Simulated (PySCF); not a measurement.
C6H10B2F2

```csv
atom,x (Å),y (Å),z (Å)
C,-3.1002,-0.0721,0.0095
C,-1.7945,0.0605,-0.0985
C,-0.8758,0.2999,-1.2631
C,0.3166,0.3486,-0.2605
B,1.4925,-0.6813,-0.4936
C,2.2538,-1.3302,0.7140
B,1.0129,1.7553,-0.1469
F,1.4968,2.2293,0.9874
F,1.1887,2.5655,-1.1747
C,-0.6763,0.0426,0.9054
H,-3.7474,-0.0243,-0.8501
H,-3.5737,-0.2345,0.9633
H,-0.8317,-0.5260,-1.9719
H,-1.0629,1.2200,-1.8161
H,1.7929,-0.9556,-1.5928
H,2.0197,-2.3944,0.7676
H,3.3327,-1.2801,0.5727
H,2.0204,-0.8939,1.6817
H,-0.7434,0.8057,1.6803
H,-0.5261,-0.9244,1.3834
```

Geometry: GFN2-xTB.

These are results of PBE0/pcSseg-1, SCF density, gas phase, non-relativistic in PySCF, not measurements.

What will maps of the electron density and electron localisation function show?

Answer. C–C (1.32 Å): ρ is about 2.3 e/Å³ halfway; the ELF peaks at about 0.95 between the atoms; a short, multiple covalent bond.
C–H (1.08 Å): the density is about 2 e/Å³ at the midpoint; the ELF climbs to about 1 towards the hydrogen, as it does in any bond to H: an ordinary covalent bond to hydrogen.
C–C (1.50 Å): the density is about 1.7 e/Å³ at the midpoint; the ELF peaks at about 0.95 between the atoms (a shared electron pair).

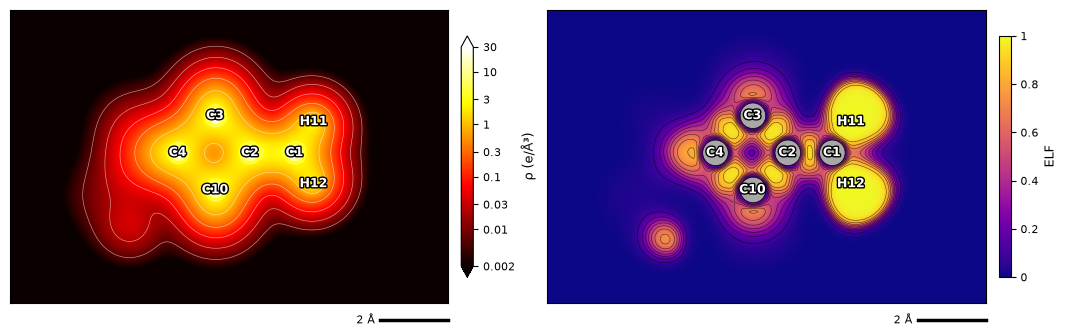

Computed electron density and electron localisation function on the plane of atoms C1, C2 and C3, in this order. Grey discs cover the atomic cores in the ELF map. 
